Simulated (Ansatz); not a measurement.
# SiH2OF2 (SMILES O[SiH](F)F): revPBE/6-311+G(d,p)

What is the electronic atomisation energy of SiH2OF2 at revPBE/6-311+G**? 

Program for the calculation: Ansatz 0.2.0.

50 further runs of the same task are left out: 50 set aside as unsound or not needed.

**1. Starting point**

SiH2OF2: 6 atoms, total charge 0, spin state singlet. As SMILES, `O[SiH](F)F`. Geometry: relaxed at PBE0-D4/def2-TZVP. This is one conformer, not always the lowest.

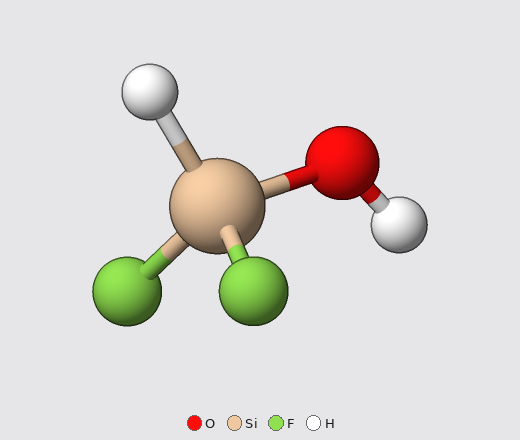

Viewed from a chosen angle; oxygen red, silicon light orange, fluorine green, hydrogen white.

**2. A single-point energy at revPBE/6-311+G(d,p)**

Contents of job.yaml:

```yaml
crystal:
  periodic: [false, false, false]
  atoms:
    - {symbol: O, position_ang: [0.027700, 1.137900, -0.556400]}
    - {symbol: Si, position_ang: [0.121400, -0.236200, 0.285200]}
    - {symbol: F, position_ang: [0.731800, -1.405100, -0.592400]}
    - {symbol: F, position_ang: [-1.315500, -0.739700, 0.722100]}
    - {symbol: H, position_ang: [-0.477400, 1.183000, -1.369500]}
    - {symbol: H, position_ang: [0.954100, -0.003800, 1.464900]}
basis:
  gaussian:
    orbitals: 6-311+G_st__st_-spherical.json
hamiltonian:
  xc: {name: revPBE}
accuracy: high
output: {orbitals: {seedname: orbitals}}
```

The basis set 6-311+G** is read from a file made from the Basis Set Exchange's data (not shown).

Run with:

```
$ ansatz run job.yaml --threads 1 --pin off --max-ram 3480MiB --events-out events.jsonl --progress --plain --runs-dir runs
```

The program printed:

```text
Warning: RAYON_NUM_THREADS=1 ignored (pool sized by the plan → 1); use --threads N
Functional definition: revPBE
  name "revPBE"
  parameter kappa = 1.245
  parameter beta = 0.06672455060314922
  exchange = pbe_x(kappa = kappa, mu = beta*pi^2/3)
  correlation = pbe_c(beta = beta)
1985 factors; integrals over basis functions are off by at most 7.6e-9 eV
mean field evaluation 1: about -15385.1987 eV, gradient 7.7e1 eV
mean field evaluation 2: about -15354.1074 eV, gradient 1.5e2 eV
mean field evaluation 4: about -15393.4945 eV, gradient 1.4e1 eV
mean field evaluation 8: about -15393.7496 eV, gradient 5.6e-2 eV
mean field evaluation 16: about -15393.7496 eV, gradient 5.5e-6 eV
mean field -15393.74960921 eV, -565.7098638801 hartree, gradient 4.9e-8 eV, S^2 0.000000; 0 other end points of the search recorded, 0 dependent functions left out
reference -15393.74961677 eV, -565.7098641582 hartree; 21, 21 occupied and 87, 87 virtual orbitals, 1985 factors
Total energy: -15393.74961677 eV, -565.7098641582 hartree
```

It took 6 s on 1 thread of Arm Neoverse V2, shared host; peak memory 0.26 GiB.

**3. The F atom, same level**

Contents of run.yaml:

```yaml
crystal:
  periodic: [false, false, false]
  atoms:
    - {symbol: F, position_ang: [0.000000, 0.000000, 0.000000]}
basis:
  gaussian:
    orbitals: 6-311+G_st__st_.json
magnetization:
  spin_polarized: true
  initial_magnetization: 1
hamiltonian:
  xc: {name: revPBE}
accuracy: high
```

The basis set 6-311+G** is read from a file made from the Basis Set Exchange's data (not shown).

Run the same way, it converges to -99.72547 Eh (log not shown).

**4. The H atom at the same level**

Contents of molecule.yaml:

```yaml
crystal:
  periodic: [false, false, false]
  atoms:
    - {symbol: H, position_ang: [0.000000, 0.000000, 0.000000]}
basis:
  gaussian:
    orbitals: 6-311+G_st__st_.json
magnetization:
  spin_polarized: true
  initial_magnetization: 1
hamiltonian:
  xc: {name: revPBE}
accuracy: high
```

The basis set 6-311+G** is read from a file made from the Basis Set Exchange's data (not shown).

Run with:

```
$ ansatz run molecule.yaml --threads 1 --pin off --max-ram 3480MiB --events-out events.jsonl --progress --plain --runs-dir runs
```

The program printed:

```text
Warning: RAYON_NUM_THREADS=1 ignored (pool sized by the plan → 1); use --threads N
Functional definition: revPBE
  name "revPBE"
  parameter kappa = 1.245
  parameter beta = 0.06672455060314922
  exchange = pbe_x(kappa = kappa, mu = beta*pi^2/3)
  correlation = pbe_c(beta = beta)
21 factors; integrals over basis functions are off by at most 2.5e-9 eV
mean field evaluation 1: about -13.7145 eV, gradient 5.3e-1 eV
mean field evaluation 2: about -13.7185 eV, gradient 8.2e-2 eV
mean field evaluation 4: about -13.7180 eV, gradient 2.2e-3 eV
mean field evaluation 8: about -13.7180 eV, gradient 8.0e-7 eV
mean field -13.71795515 eV, -0.5041255533 hartree, gradient 3.2e-9 eV, S^2 0.750000; 0 other end points of the search recorded, 0 dependent functions left out
reference -13.71795820 eV, -0.5041256656 hartree; 1, 0 occupied and 5, 6 virtual orbitals, 21 factors
Total energy: -13.71795820 eV, -0.5041256656 hartree
```

Run time: 0.1 s. Hardware: 1 thread of Arm Neoverse V2, shared host.

**5. The O atom at the same level**

Contents of molecule.yaml:

```yaml
crystal:
  periodic: [false, false, false]
  atoms:
    - {symbol: O, position_ang: [0.000000, 0.000000, 0.000000]}
basis:
  gaussian:
    orbitals: 6-311+G_st__st_.json
magnetization:
  spin_polarized: true
  initial_magnetization: 2
hamiltonian:
  xc: {name: revPBE}
accuracy: high
```

The basis set 6-311+G** is read from a file made from the Basis Set Exchange's data (not shown).

Run the same way, it converges to -75.06487 Eh (log not shown).

**6. The Si atom, same level**

Contents of input.yaml:

```yaml
crystal:
  periodic: [false, false, false]
  atoms:
    - {symbol: Si, position_ang: [0.000000, 0.000000, 0.000000]}
basis:
  gaussian:
    orbitals: 6-311+G_st__st_-spherical.json
magnetization:
  spin_polarized: true
  initial_magnetization: 2
hamiltonian:
  xc: {name: revPBE}
accuracy: high
```

The basis set 6-311+G** is read from a file made from the Basis Set Exchange's data (not shown).

Run the same way, it converges to -289.31707 Eh (log not shown).

**7. Outcome**

At revPBE/6-311+G**:

```
                     quantity          value
       molecule: total energy  -565.70986 Eh
        molecule: HOMO energy       -8.60 eV
        molecule: LUMO energy       -0.92 eV
      molecule: HOMO–LUMO gap        7.68 eV
         F atom: total energy   -99.72547 Eh
                 F atom: ⟨S²⟩          0.751
         H atom: total energy    -0.50413 Eh
                 H atom: ⟨S²⟩          0.750
         O atom: total energy   -75.06487 Eh
                 O atom: ⟨S²⟩          2.003
        Si atom: total energy  -289.31707 Eh
                Si atom: ⟨S²⟩          2.002
electronic atomisation energy      23.639 eV
```

What this shows: Taking the molecule apart into free atoms costs 23.64 eV (2281 kJ/mol), before zero-point energy and without spin-orbit coupling.
